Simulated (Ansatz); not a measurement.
# Molecular dynamics of C₂H₈F₂Si₂ (part 1 of 2)

- system: C₂H₈F₂Si₂
- method: UKS PBE-D4/STO-3G (Ansatz 0.2.0)

It belongs to a series of runs on one base structure; here: dynamics from the start.

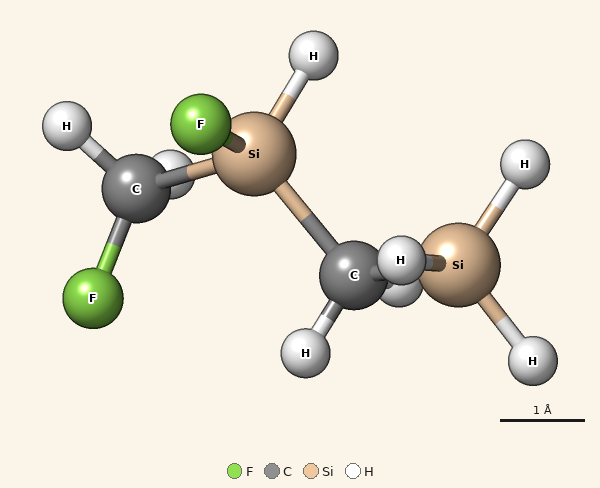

*The starting structure (ball-and-stick view, seen at a tilt).*

Bond lengths as drawn: C–F 1.42 Å, C–H 1.10 to 1.13 Å, C–Si 1.88 to 1.94 Å, F–Si 1.65 Å and H–Si 1.46 to 1.47 Å.

**The input**
```yaml
crystal:
  periodic: [false, false, false]
  atoms:
    - { symbol: F, position_ang: [-1.464083, -1.328821, 2.205264] }
    - { symbol: C, position_ang: [-1.991732, -1.095831, 0.909349] }
    - { symbol: Si, position_ang: [-0.956797, 0.125819, -0.17893] }
    - { symbol: F, position_ang: [-1.281092, 1.690833, 0.246565] }
    - { symbol: C, position_ang: [0.885468, -0.238047, 0.015085] }
    - { symbol: Si, position_ang: [2.033898, 1.050195, -0.7376] }
    - { symbol: H, position_ang: [-3.04645, -0.712215, 0.988668] }
    - { symbol: H, position_ang: [-2.066793, -2.068075, 0.34782] }
    - { symbol: H, position_ang: [-1.355721, -0.079706, -1.576661] }
    - { symbol: H, position_ang: [1.089131, -1.218072, -0.450343] }
    - { symbol: H, position_ang: [1.11918, -0.351432, 1.087748] }
    - { symbol: H, position_ang: [3.426859, 0.664363, -0.564395] }
    - { symbol: H, position_ang: [1.828537, 2.343114, -0.102249] }
    - { symbol: H, position_ang: [1.766495, 1.188773, -2.161521] }
magnetization:
  spin_polarized: true
basis:
  gaussian: { orbitals: STO-3G }
hamiltonian:
  xc: pbe
  dispersion: d4
md:
  timestep: 1.0
  n_steps: 107
  ensemble: nve
  temperature: 2000.0
  initial_velocities: maxwell_boltzmann
  seed: 821430
  masses: [{ species: H, mass: 3.016 }]
```

Run on 1 thread of Arm Neoverse V1, 24 GiB of memory available, shared host.

Run as:
```bash
ansatz run input.yaml --threads 1 --pin off --max-ram 2048MiB --backend cpu --events-out ev --progress --plain --runs-dir out
```

**Log**
```
Engine: ansatz 0.2.0, aarch64-unknown-linux-gnu
Functional definition: PBE
  parameter kappa = 0.804
  parameter beta = 0.06672455060314922
  exchange = pbe_x(kappa = kappa, mu = beta*pi^2/3)
  correlation = pbe_c(beta = beta)
647 factors; integrals over basis functions are off by at most 1.6e-5 eV
mean field evaluation 1: about -23087.3620 eV, gradient 1.9e1 eV
mean field evaluation 2: about -23085.8514 eV, gradient 2.5e1 eV
mean field evaluation 4: about -23089.8670 eV, gradient 1.3e0 eV
mean field evaluation 8: about -23089.7653 eV, gradient 1.5e-2 eV
mean field -23089.76527418 eV, -848.5332230212 hartree, gradient 3.5e-5 eV, S^2 0.000000; 0 other end points of the search recorded, 0 dependent functions left out
the calculation of the forces begins
reference -23089.76529875 eV, -848.5332239242 hartree; 33, 33 occupied and 13, 13 virtual orbitals, 647 factors
md step     0: t =     0.00 fs  T =  2000.0 K  F+E_penalty+E_count = -23090.07609986 eV  E_kin = 3.102240 eV  conserved = -23086.97385989 eV  (24 SCF iters)
these checks for a lower state are left out or cut short: starts, cluster_reference, orbital_swaps, neighbouring_geometries, increment
647 factors; integrals over basis functions are off by at most 1.6e-5 eV
mean field evaluation 16: about -23089.6725 eV, gradient 1.4e-2 eV
mean field -23089.55915738 eV, -848.5256483684 hartree, gradient 1.7e-5 eV, S^2 0.000000; 0 other end points of the search recorded, 0 dependent functions left out
the calculation of the forces begins
reference -23089.55918186 eV, -848.5256492682 hartree; 33, 33 occupied and 13, 13 virtual orbitals, 647 factors
md step     1: t =     1.00 fs  T =  1867.7 K  F+E_penalty+E_count = -23089.86999171 eV  E_kin = 2.897039 eV  conserved = -23086.97295282 eV  (26 SCF iters, 3 dispersion substeps)
[... from here on the SCF iterations and repeated set-up lines of each step are left out, up to the last step ...]
md step     2: t =     2.00 fs  T =  1530.1 K  F+E_penalty+E_count = -23089.32595565 eV  E_kin = 2.373343 eV  conserved = -23086.95261236 eV  (26 SCF iters, 3 dispersion substeps)
md step     3: t =     3.00 fs  T =  1183.6 K  F+E_penalty+E_count = -23088.76517452 eV  E_kin = 1.835969 eV  conserved = -23086.92920579 eV  (26 SCF iters, 3 dispersion substeps)
md step     4: t =     4.00 fs  T =  1024.2 K  F+E_penalty+E_count = -23088.52182388 eV  E_kin = 1.588691 eV  conserved = -23086.93313329 eV  (26 SCF iters, 3 dispersion substeps)
md step     5: t =     5.00 fs  T =  1034.4 K  F+E_penalty+E_count = -23088.55430686 eV  E_kin = 1.604507 eV  conserved = -23086.94979945 eV  (26 SCF iters, 3 dispersion substeps)
md step     6: t =     6.00 fs  T =  1069.7 K  F+E_penalty+E_count = -23088.61495662 eV  E_kin = 1.659177 eV  conserved = -23086.95577924 eV  (27 SCF iters, 3 dispersion substeps)
md step     7: t =     7.00 fs  T =  1048.1 K  F+E_penalty+E_count = -23088.57922445 eV  E_kin = 1.625728 eV  conserved = -23086.95349653 eV  (27 SCF iters, 3 dispersion substeps)
md step     8: t =     8.00 fs  T =   969.1 K  F+E_penalty+E_count = -23088.45300955 eV  E_kin = 1.503188 eV  conserved = -23086.94982150 eV  (27 SCF iters, 3 dispersion substeps)
md step     9: t =     9.00 fs  T =   858.6 K  F+E_penalty+E_count = -23088.27877711 eV  E_kin = 1.331717 eV  conserved = -23086.94706000 eV  (28 SCF iters, 3 dispersion substeps)
md step    10: t =    10.00 fs  T =   740.7 K  F+E_penalty+E_count = -23088.09389761 eV  E_kin = 1.148839 eV  conserved = -23086.94505833 eV  (28 SCF iters, 3 dispersion substeps)
md step    11: t =    11.00 fs  T =   635.6 K  F+E_penalty+E_count = -23087.92866657 eV  E_kin = 0.985899 eV  conserved = -23086.94276708 eV  (28 SCF iters, 3 dispersion substeps)
md step    12: t =    12.00 fs  T =   567.5 K  F+E_penalty+E_count = -23087.81986076 eV  E_kin = 0.880198 eV  conserved = -23086.93966256 eV  (28 SCF iters, 3 dispersion substeps)
md step    13: t =    13.00 fs  T =   566.4 K  F+E_penalty+E_count = -23087.81580305 eV  E_kin = 0.878585 eV  conserved = -23086.93721756 eV  (27 SCF iters, 3 dispersion substeps)
md step    14: t =    14.00 fs  T =   654.1 K  F+E_penalty+E_count = -23087.95281253 eV  E_kin = 1.014568 eV  conserved = -23086.93824492 eV  (27 SCF iters, 3 dispersion substeps)
md step    15: t =    15.00 fs  T =   819.3 K  F+E_penalty+E_count = -23088.21466379 eV  E_kin = 1.270843 eV  conserved = -23086.94382041 eV  (27 SCF iters, 3 dispersion substeps)
md step    16: t =    16.00 fs  T =  1009.7 K  F+E_penalty+E_count = -23088.51808649 eV  E_kin = 1.566231 eV  conserved = -23086.95185562 eV  (27 SCF iters, 3 dispersion substeps)
md step    17: t =    17.00 fs  T =  1152.6 K  F+E_penalty+E_count = -23088.74597119 eV  E_kin = 1.787881 eV  conserved = -23086.95809061 eV  (28 SCF iters, 3 dispersion substeps)
md step    18: t =    18.00 fs  T =  1198.1 K  F+E_penalty+E_count = -23088.81519188 eV  E_kin = 1.858393 eV  conserved = -23086.95679850 eV  (28 SCF iters, 3 dispersion substeps)
md step    19: t =    19.00 fs  T =  1167.5 K  F+E_penalty+E_count = -23088.75758704 eV  E_kin = 1.810973 eV  conserved = -23086.94661389 eV  (28 SCF iters, 3 dispersion substeps)
md step    20: t =    20.00 fs  T =  1148.8 K  F+E_penalty+E_count = -23088.72219677 eV  E_kin = 1.781977 eV  conserved = -23086.94021941 eV  (27 SCF iters, 3 dispersion substeps)
md step    21: t =    21.00 fs  T =  1192.4 K  F+E_penalty+E_count = -23088.79740655 eV  E_kin = 1.849492 eV  conserved = -23086.94791457 eV  (26 SCF iters, 3 dispersion substeps)
md step    22: t =    22.00 fs  T =  1240.5 K  F+E_penalty+E_count = -23088.88139648 eV  E_kin = 1.924203 eV  conserved = -23086.95719364 eV  (26 SCF iters, 3 dispersion substeps)
md step    23: t =    23.00 fs  T =  1214.0 K  F+E_penalty+E_count = -23088.83978445 eV  E_kin = 1.883048 eV  conserved = -23086.95673613 eV  (26 SCF iters, 3 dispersion substeps)
md step    24: t =    24.00 fs  T =  1108.3 K  F+E_penalty+E_count = -23088.66866049 eV  E_kin = 1.719143 eV  conserved = -23086.94951731 eV  (26 SCF iters, 3 dispersion substeps)
md step    25: t =    25.00 fs  T =   983.7 K  F+E_penalty+E_count = -23088.46812333 eV  E_kin = 1.525875 eV  conserved = -23086.94224823 eV  (26 SCF iters, 3 dispersion substeps)
md step    26: t =    26.00 fs  T =   906.3 K  F+E_penalty+E_count = -23088.34510384 eV  E_kin = 1.405773 eV  conserved = -23086.93933073 eV  (26 SCF iters, 3 dispersion substeps)
md step    27: t =    27.00 fs  T =   904.4 K  F+E_penalty+E_count = -23088.34427957 eV  E_kin = 1.402811 eV  conserved = -23086.94146810 eV  (26 SCF iters, 3 dispersion substeps)
md step    28: t =    28.00 fs  T =   960.6 K  F+E_penalty+E_count = -23088.43587129 eV  E_kin = 1.490082 eV  conserved = -23086.94578909 eV  (26 SCF iters, 3 dispersion substeps)
md step    29: t =    29.00 fs  T =  1036.9 K  F+E_penalty+E_count = -23088.55698083 eV  E_kin = 1.608403 eV  conserved = -23086.94857777 eV  (27 SCF iters, 3 dispersion substeps)
md step    30: t =    30.00 fs  T =  1106.7 K  F+E_penalty+E_count = -23088.66536832 eV  E_kin = 1.716641 eV  conserved = -23086.94872695 eV  (26 SCF iters, 3 dispersion substeps)
md step    31: t =    31.00 fs  T =  1165.1 K  F+E_penalty+E_count = -23088.75569456 eV  E_kin = 1.807241 eV  conserved = -23086.94845309 eV  (26 SCF iters, 3 dispersion substeps)
md step    32: t =    32.00 fs  T =  1211.1 K  F+E_penalty+E_count = -23088.82885181 eV  E_kin = 1.878516 eV  conserved = -23086.95033557 eV  (26 SCF iters, 3 dispersion substeps)
md step    33: t =    33.00 fs  T =  1226.7 K  F+E_penalty+E_count = -23088.85673870 eV  E_kin = 1.902694 eV  conserved = -23086.95404473 eV  (25 SCF iters, 3 dispersion substeps)
md step    34: t =    34.00 fs  T =  1181.8 K  F+E_penalty+E_count = -23088.78916236 eV  E_kin = 1.833153 eV  conserved = -23086.95600925 eV  (26 SCF iters, 3 dispersion substeps)
md step    35: t =    35.00 fs  T =  1068.0 K  F+E_penalty+E_count = -23088.60809918 eV  E_kin = 1.656563 eV  conserved = -23086.95153600 eV  (26 SCF iters, 3 dispersion substeps)
md step    36: t =    36.00 fs  T =   935.1 K  F+E_penalty+E_count = -23088.39151818 eV  E_kin = 1.450382 eV  conserved = -23086.94113666 eV  (26 SCF iters, 3 dispersion substeps)
md step    37: t =    37.00 fs  T =   874.4 K  F+E_penalty+E_count = -23088.29244483 eV  E_kin = 1.356293 eV  conserved = -23086.93615179 eV  (26 SCF iters, 3 dispersion substeps)
md step    38: t =    38.00 fs  T =   925.0 K  F+E_penalty+E_count = -23088.37881870 eV  E_kin = 1.434783 eV  conserved = -23086.94403526 eV  (26 SCF iters, 3 dispersion substeps)
md step    39: t =    39.00 fs  T =  1020.3 K  F+E_penalty+E_count = -23088.53715231 eV  E_kin = 1.582561 eV  conserved = -23086.95459082 eV  (26 SCF iters, 3 dispersion substeps)
md step    40: t =    40.00 fs  T =  1064.2 K  F+E_penalty+E_count = -23088.60792816 eV  E_kin = 1.650685 eV  conserved = -23086.95724272 eV  (26 SCF iters, 3 dispersion substeps)
md step    41: t =    41.00 fs  T =  1025.2 K  F+E_penalty+E_count = -23088.54213870 eV  E_kin = 1.590285 eV  conserved = -23086.95185347 eV  (26 SCF iters, 3 dispersion substeps)
md step    42: t =    42.00 fs  T =   947.6 K  F+E_penalty+E_count = -23088.41411171 eV  E_kin = 1.469800 eV  conserved = -23086.94431203 eV  (26 SCF iters, 3 dispersion substeps)
md step    43: t =    43.00 fs  T =   897.1 K  F+E_penalty+E_count = -23088.33341996 eV  E_kin = 1.391461 eV  conserved = -23086.94195884 eV  (26 SCF iters, 3 dispersion substeps)
md step    44: t =    44.00 fs  T =   896.6 K  F+E_penalty+E_count = -23088.33687916 eV  E_kin = 1.390769 eV  conserved = -23086.94611056 eV  (27 SCF iters, 3 dispersion substeps)
md step    45: t =    45.00 fs  T =   914.3 K  F+E_penalty+E_count = -23088.36849509 eV  E_kin = 1.418120 eV  conserved = -23086.95037503 eV  (27 SCF iters, 3 dispersion substeps)
md step    46: t =    46.00 fs  T =   913.4 K  F+E_penalty+E_count = -23088.36664693 eV  E_kin = 1.416837 eV  conserved = -23086.94981006 eV  (26 SCF iters, 3 dispersion substeps)
md step    47: t =    47.00 fs  T =   896.8 K  F+E_penalty+E_count = -23088.33671895 eV  E_kin = 1.390976 eV  conserved = -23086.94574289 eV  (27 SCF iters, 3 dispersion substeps)
md step    48: t =    48.00 fs  T =   898.3 K  F+E_penalty+E_count = -23088.33590280 eV  E_kin = 1.393323 eV  conserved = -23086.94257968 eV  (26 SCF iters, 3 dispersion substeps)
md step    49: t =    49.00 fs  T =   945.7 K  F+E_penalty+E_count = -23088.41009144 eV  E_kin = 1.466924 eV  conserved = -23086.94316770 eV  (27 SCF iters, 3 dispersion substeps)
md step    50: t =    50.00 fs  T =  1034.8 K  F+E_penalty+E_count = -23088.55144315 eV  E_kin = 1.605034 eV  conserved = -23086.94640961 eV  (26 SCF iters, 3 dispersion substeps)
md step    51: t =    51.00 fs  T =  1136.7 K  F+E_penalty+E_count = -23088.71204423 eV  E_kin = 1.763093 eV  conserved = -23086.94895115 eV  (26 SCF iters, 3 dispersion substeps)
md step    52: t =    52.00 fs  T =  1225.5 K  F+E_penalty+E_count = -23088.85025121 eV  E_kin = 1.900931 eV  conserved = -23086.94932029 eV  (26 SCF iters, 3 dispersion substeps)
md step    53: t =    53.00 fs  T =  1291.4 K  F+E_penalty+E_count = -23088.95261101 eV  E_kin = 2.003136 eV  conserved = -23086.94947468 eV  (27 SCF iters, 3 dispersion substeps)
md step    54: t =    54.00 fs  T =  1327.4 K  F+E_penalty+E_count = -23089.01028282 eV  E_kin = 2.058990 eV  conserved = -23086.95129280 eV  (26 SCF iters, 3 dispersion substeps)
md step    55: t =    55.00 fs  T =  1316.2 K  F+E_penalty+E_count = -23088.99517348 eV  E_kin = 2.041657 eV  conserved = -23086.95351669 eV  (26 SCF iters, 3 dispersion substeps)
md step    56: t =    56.00 fs  T =  1239.3 K  F+E_penalty+E_count = -23088.87608002 eV  E_kin = 1.922303 eV  conserved = -23086.95377739 eV  (26 SCF iters, 3 dispersion substeps)
md step    57: t =    57.00 fs  T =  1096.9 K  F+E_penalty+E_count = -23088.65226767 eV  E_kin = 1.701498 eV  conserved = -23086.95076938 eV  (26 SCF iters, 3 dispersion substeps)
md step    58: t =    58.00 fs  T =   921.7 K  F+E_penalty+E_count = -23088.37403712 eV  E_kin = 1.429594 eV  conserved = -23086.94444342 eV  (26 SCF iters, 3 dispersion substeps)
md step    59: t =    59.00 fs  T =   775.7 K  F+E_penalty+E_count = -23088.14080656 eV  E_kin = 1.203237 eV  conserved = -23086.93756979 eV  (26 SCF iters, 3 dispersion substeps)
md step    60: t =    60.00 fs  T =   722.1 K  F+E_penalty+E_count = -23088.05576958 eV  E_kin = 1.120127 eV  conserved = -23086.93564280 eV  (26 SCF iters, 3 dispersion substeps)
md step    61: t =    61.00 fs  T =   778.0 K  F+E_penalty+E_count = -23088.14717161 eV  E_kin = 1.206737 eV  conserved = -23086.94043507 eV  (26 SCF iters, 3 dispersion substeps)
md step    62: t =    62.00 fs  T =   900.2 K  F+E_penalty+E_count = -23088.34373106 eV  E_kin = 1.396366 eV  conserved = -23086.94736475 eV  (26 SCF iters, 3 dispersion substeps)
md step    63: t =    63.00 fs  T =  1022.3 K  F+E_penalty+E_count = -23088.53787407 eV  E_kin = 1.585712 eV  conserved = -23086.95216217 eV  (26 SCF iters, 3 dispersion substeps)
md step    64: t =    64.00 fs  T =  1093.7 K  F+E_penalty+E_count = -23088.65077462 eV  E_kin = 1.696501 eV  conserved = -23086.95427365 eV  (26 SCF iters, 3 dispersion substeps)
md step    65: t =    65.00 fs  T =  1091.4 K  F+E_penalty+E_count = -23088.64712804 eV  E_kin = 1.692853 eV  conserved = -23086.95427552 eV  (26 SCF iters, 3 dispersion substeps)
md step    66: t =    66.00 fs  T =  1017.0 K  F+E_penalty+E_count = -23088.52940945 eV  E_kin = 1.577556 eV  conserved = -23086.95185346 eV  (26 SCF iters, 3 dispersion substeps)
md step    67: t =    67.00 fs  T =   898.9 K  F+E_penalty+E_count = -23088.34079110 eV  E_kin = 1.394304 eV  conserved = -23086.94648665 eV  (26 SCF iters, 3 dispersion substeps)
md step    68: t =    68.00 fs  T =   791.7 K  F+E_penalty+E_count = -23088.16785387 eV  E_kin = 1.228046 eV  conserved = -23086.93980795 eV  (26 SCF iters, 3 dispersion substeps)
md step    69: t =    69.00 fs  T =   757.8 K  F+E_penalty+E_count = -23088.11174815 eV  E_kin = 1.175362 eV  conserved = -23086.93638567 eV  (26 SCF iters, 3 dispersion substeps)
md step    70: t =    70.00 fs  T =   826.8 K  F+E_penalty+E_count = -23088.22197970 eV  E_kin = 1.282405 eV  conserved = -23086.93957495 eV  (26 SCF iters, 3 dispersion substeps)
md step    71: t =    71.00 fs  T =   969.3 K  F+E_penalty+E_count = -23088.45068389 eV  E_kin = 1.503476 eV  conserved = -23086.94720833 eV  (26 SCF iters, 3 dispersion substeps)
md step    72: t =    72.00 fs  T =  1114.5 K  F+E_penalty+E_count = -23088.68298712 eV  E_kin = 1.728745 eV  conserved = -23086.95424211 eV  (26 SCF iters, 3 dispersion substeps)
md step    73: t =    73.00 fs  T =  1194.1 K  F+E_penalty+E_count = -23088.80977259 eV  E_kin = 1.852225 eV  conserved = -23086.95754761 eV  (26 SCF iters, 3 dispersion substeps)
md step    74: t =    74.00 fs  T =  1174.3 K  F+E_penalty+E_count = -23088.77780821 eV  E_kin = 1.821424 eV  conserved = -23086.95638471 eV  (26 SCF iters, 3 dispersion substeps)
md step    75: t =    75.00 fs  T =  1066.5 K  F+E_penalty+E_count = -23088.60509392 eV  E_kin = 1.654226 eV  conserved = -23086.95086841 eV  (27 SCF iters, 3 dispersion substeps)
md step    76: t =    76.00 fs  T =   925.5 K  F+E_penalty+E_count = -23088.37816225 eV  E_kin = 1.435590 eV  conserved = -23086.94257260 eV  (27 SCF iters, 3 dispersion substeps)
md step    77: t =    77.00 fs  T =   829.6 K  F+E_penalty+E_count = -23088.22312413 eV  E_kin = 1.286815 eV  conserved = -23086.93630873 eV  (27 SCF iters, 3 dispersion substeps)
md step    78: t =    78.00 fs  T =   835.2 K  F+E_penalty+E_count = -23088.23252304 eV  E_kin = 1.295450 eV  conserved = -23086.93707259 eV  (26 SCF iters, 3 dispersion substeps)
md step    79: t =    79.00 fs  T =   935.6 K  F+E_penalty+E_count = -23088.39501626 eV  E_kin = 1.451287 eV  conserved = -23086.94372964 eV  (26 SCF iters, 3 dispersion substeps)
md step    80: t =    80.00 fs  T =  1070.0 K  F+E_penalty+E_count = -23088.61037093 eV  E_kin = 1.659725 eV  conserved = -23086.95064604 eV  (27 SCF iters, 3 dispersion substeps)
md step    81: t =    81.00 fs  T =  1171.1 K  F+E_penalty+E_count = -23088.77042312 eV  E_kin = 1.816567 eV  conserved = -23086.95385630 eV  (27 SCF iters, 3 dispersion substeps)
md step    82: t =    82.00 fs  T =  1205.7 K  F+E_penalty+E_count = -23088.82243339 eV  E_kin = 1.870131 eV  conserved = -23086.95230225 eV  (26 SCF iters, 3 dispersion substeps)
md step    83: t =    83.00 fs  T =  1186.0 K  F+E_penalty+E_count = -23088.78719080 eV  E_kin = 1.839579 eV  conserved = -23086.94761145 eV  (27 SCF iters, 3 dispersion substeps)
md step    84: t =    84.00 fs  T =  1152.9 K  F+E_penalty+E_count = -23088.73250523 eV  E_kin = 1.788235 eV  conserved = -23086.94427038 eV  (26 SCF iters, 3 dispersion substeps)
md step    85: t =    85.00 fs  T =  1137.1 K  F+E_penalty+E_count = -23088.70895103 eV  E_kin = 1.763711 eV  conserved = -23086.94524014 eV  (26 SCF iters, 3 dispersion substeps)
md step    86: t =    86.00 fs  T =  1135.0 K  F+E_penalty+E_count = -23088.70881956 eV  E_kin = 1.760566 eV  conserved = -23086.94825336 eV  (28 SCF iters, 3 dispersion substeps)
```
